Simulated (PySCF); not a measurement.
# One shape, several levels: CH5ClNSi (SMILES C[N][SiH2]Cl)

We compute a comparison of 6 runs (UHF/STO-3G, UB3LYP/6-31G*, UPBE0/def2-SVP, UPBE0/def2-TZVP, UMP2/STO-3G, UCCSD/pcseg-1) of CH5ClNSi. The job is set up through a Python script.

Program for the calculation: PySCF 2.14.0.

## Step 1: The system as given

CH5ClNSi has 9 atoms, charge 0, and is taken as a doublet. As SMILES, `C[N][SiH2]Cl`. The shape is that of a PBE0-D4/def2-TZVP optimisation. This is one conformer, not always the lowest.

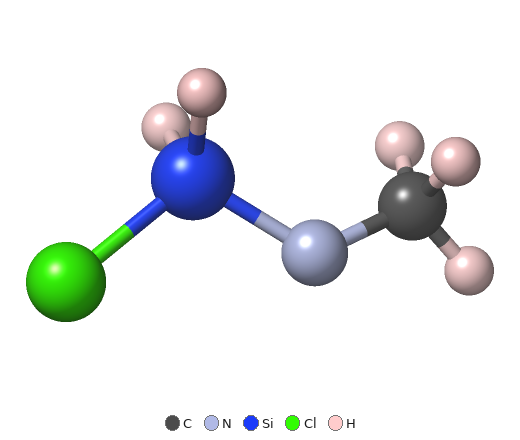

The structure, seen from a chosen angle (carbon dark grey, nitrogen light blue, silicon blue, chlorine green, hydrogen pink).

## Step 2: Energy and forces at UHF/STO-3G (run 1)

File geometry.xyz:

```xyz
9

C      0.493800     1.341500     0.140500
N      0.628800    -0.021000     0.521800
Si    -0.415600    -1.237400    -0.129200
Cl     0.319500    -3.082500     0.354500
H      0.134300     1.514200    -0.884300
H     -0.244700     1.810000     0.812700
H      1.430900     1.885400     0.295300
H     -1.762400    -1.101400     0.482200
H     -0.495900    -1.155200    -1.610700
```

File input.py:

```python
# C[N][SiH2]Cl
import pyscf.grad
from pyscf import gto

system = gto.Mole()
system.atom = 'geometry.xyz'
system.basis = 'sto-3g'
system.max_memory = 1860
system.verbose = 4
system.spin = 1
system.build()

mf = system.UHF()
mf.conv_tol = 1e-10
mf.kernel()
if not mf.converged:
    mf = mf.newton().run(mf.mo_coeff, mf.mo_occ)

e_tot = mf.e_tot
print('E = %.10f Eh' % e_tot)
grad = mf.Gradients().kernel()
dip = mf.dip_moment()
pop, q = mf.mulliken_pop()
```

Run with:

```sh
$ OMP_NUM_THREADS=1 python input.py
```

Standard output:

```text
PySCF version 2.14.0

[... 105 lines left out ...]
converged SCF energy = -834.267829570017  <S^2> = 0.75972975  2S+1 = 2.0097062
[... 12 lines left out ...]
Dipole moment(X, Y, Z, Debye): -1.95652,  2.97560, -1.49839
[... 11 lines left out ...]
charge of  8H =     -0.12913  (     0.57492      0.55421 )
```

Run time: 1.4 s. Hardware: 1 thread of Intel Xeon Platinum 8488C (Sapphire Rapids), shared host; peak memory 0.12 GiB.

## Step 3: Energy and gradient at UB3LYP/6-31G(d) (Cartesian functions) (run 2)

Changes to geometry.xyz since step 2:

```diff
@@ -1,3 +1,3 @@
 9
-
+CH5ClNSi
 C      0.493800     1.341500     0.140500
```

File calc.py:

```python
from pyscf import gto, dft

mol = gto.Mole()
mol.atom = 'geometry.xyz'
mol.cart = True
mol.basis = '6-31g*'
mol.verbose = 4
mol.spin = 1
mol.max_memory = 1860
mol.build()

mf = dft.UKS(mol)
mf.xc = 'b3lyp'
mf.grids.level = 5
mf.conv_tol = 1e-10
mf.kernel()
if not mf.converged:
    mf = mf.newton().run(mf.mo_coeff, mf.mo_occ)

e_tot = mf.e_tot
print(f'total energy: {e_tot:.8f} hartree')
grad = mf.nuc_grad_method().kernel()
dip = mf.dip_moment()
pop, q = mf.mulliken_pop()
```

Run with:

```sh
$ OMP_NUM_THREADS=1 python calc.py
```

Standard output:

```text
PySCF version 2.14.0

[... 112 lines left out ...]
converged SCF energy = -845.550621574641  <S^2> = 0.75356991  2S+1 = 2.0035667
total energy: -845.55062157 hartree
[... 12 lines left out ...]
Dipole moment(X, Y, Z, Debye): -1.24447,  2.66393, -1.01351
[... 11 lines left out ...]
charge of  8H =     -0.06701  (     0.54764      0.51937 )
```

It took 35 s on 1 thread of Intel Xeon Platinum 8488C (Sapphire Rapids), shared host; peak memory 0.79 GiB.

Run 3 isn't shown in full; the table further down has it.

## Step 4: Energy and gradient at UPBE0/def2-TZVP (run 4)

File input.py:

```python
import pyscf.grad
from pyscf import gto, dft

molecule = gto.M(
    atom='''
C        0.493800       1.341500       0.140500
N        0.628800      -0.021000       0.521800
Si      -0.415600      -1.237400      -0.129200
Cl       0.319500      -3.082500       0.354500
H        0.134300       1.514200      -0.884300
H       -0.244700       1.810000       0.812700
H        1.430900       1.885400       0.295300
H       -1.762400      -1.101400       0.482200
H       -0.495900      -1.155200      -1.610700
''',
    spin=1,
    basis='def2-tzvp',
    max_memory=1860,
    verbose=4,
    charge=0,
)

ks = dft.UKS(molecule, xc='pbe0')
ks.conv_tol = 1e-10
ks.grids.level = 5
ks.kernel()
if not ks.converged:
    ks = ks.newton().run(ks.mo_coeff, ks.mo_occ)

e_final = ks.e_tot
print('E = %.10f Eh' % e_final)
grad = ks.Gradients().kernel()
dip = ks.dip_moment()
pop, q = ks.mulliken_pop()
```

Run with:

```sh
$ OMP_NUM_THREADS=1 python input.py
```

Standard output:

```text
PySCF version 2.14.0

[... 118 lines left out ...]
converged SCF energy = -845.228212731774  <S^2> = 0.75459661  2S+1 = 2.0045913
[... 13 lines left out ...]
Dipole moment(X, Y, Z, Debye): -1.00279,  2.29934, -0.85199
[... 11 lines left out ...]
charge of  8H =     -0.02356  (     0.52365      0.49991 )
```

It took 1.9 min on 1 thread of Intel Xeon Platinum 8488C (Sapphire Rapids), shared host; peak memory 2.2 GiB.

Run 5 isn't shown in full; the table further down has it.

## Step 5: A single-point energy at UCCSD/pcseg-1 (run 6)

File job.py:

```python
from pyscf import gto, scf, cc

system = gto.M(
    atom='''
C      0.933147     2.535068     0.265507
N      1.188260    -0.039684     0.986059
Si    -0.785370    -2.338347    -0.244153
Cl     0.603767    -5.825081     0.669908
H      0.253790     2.861423    -1.671085
H     -0.462416     3.420404     1.535780
H      2.704009     3.562890     0.558036
H     -3.330453    -2.081344     0.911226
H     -0.937115    -2.183012    -3.043782
''',
    basis='pcseg-1',
    verbose=4,
    spin=1,
    charge=0,
    unit='bohr',
    max_memory=1860,
)

hf = scf.UHF(system)
hf.conv_tol = 1e-10
hf.kernel()
if not hf.converged:
    hf = hf.newton().run(hf.mo_coeff, hf.mo_occ)

mycc = cc.CCSD(hf, frozen=12)
mycc.kernel()
energy = mycc.e_tot
print('Final energy', energy)
hf.analyze()
```

Run with:

```sh
$ OMP_NUM_THREADS=1 python job.py
```

Standard output:

```text
PySCF version 2.14.0

[... 126 lines left out ...]
Init t2, MP2 energy = -0.497374393005401
[... 21 lines left out ...]
Final energy -844.1471408779189
[... 2 lines left out ...]
Nuclear Repulsion Energy =             205.339404771584981
[... 1 line left out ...]
Two-electron Energy =                  524.155719102688408
[... 1 line left out ...]
DFT Exchange-Correlation Energy =      -61.548092280528863
[... 4 lines left out ...]
MO #2   energy= -68.8127479411246  | -68.8134297698709  occ= 1 | 1
[... 2 lines left out ...]
MO #89  energy= 3.57959130227389   | 3.58014143316774   occ= 0 | 0
[... 117 lines left out ...]
Dipole moment(X, Y, Z, Debye): -1.42897,  2.79078, -1.24419
```

Run time: 40 s. Hardware: 1 thread of Intel Xeon Platinum 8488C (Sapphire Rapids), shared host; peak memory 1.5 GiB.

## Step 6: Overview of the runs

```tsv
run	level	Cartesian functions	integration grid	energy (Eh)	dipole moment (D) of the reference	HOMO energy (eV)	LUMO energy (eV)	wall time
1	UHF/STO-3G	no	–	-834.267830	3.86	-8.19	7.34	1.4 s
2	UB3LYP/6-31G* (Cartesian functions)	yes	5	-845.550622	3.11	-7.02	-3.44	35 s
3	UPBE0/def2-SVP	no	5	-844.854028	2.79	-7.27	-3.09	38 s
4	UPBE0/def2-TZVP	no	5	-845.228213	2.65	-7.44	-3.25	1.9 min
5	UMP2/STO-3G	no	–	-834.386997	3.86	-8.19	7.34	2 s
6	UCCSD/pcseg-1	no	–	-844.147141	3.37	-10.99	1.71	40 s
```

## Step 7: Outcome

| quantity | value |
| --- | --- |
| run 6: total energy | -844.14714 Eh |
| run 6: dipole moment (Hartree–Fock density) | 3.37 D |
| run 6: HOMO energy (Hartree–Fock orbitals) (highest over α and β) | -10.99 eV |
| run 6: LUMO energy (Hartree–Fock orbitals) (lowest over α and β) | 1.71 eV |
| run 6: correlation energy (12 core orbitals frozen) | -551.0 mEh |
| run 6: ⟨S²⟩ of the reference determinant | 0.759 |
| run 6: T1 diagnostic | 0.013 |

**Reading.** Over runs 1, 2, 3, 4 the dipole moment (its size) runs from 2.65 D (UPBE0/def2-TZVP) to 3.86 D (UHF/STO-3G). The two ends differ in method and basis. Totals of different functionals can't be ranked against each other. In runs 1, 5 the basis is minimal, so the values are rough. All runs together took 3.8 min, the longest 1.9 min.
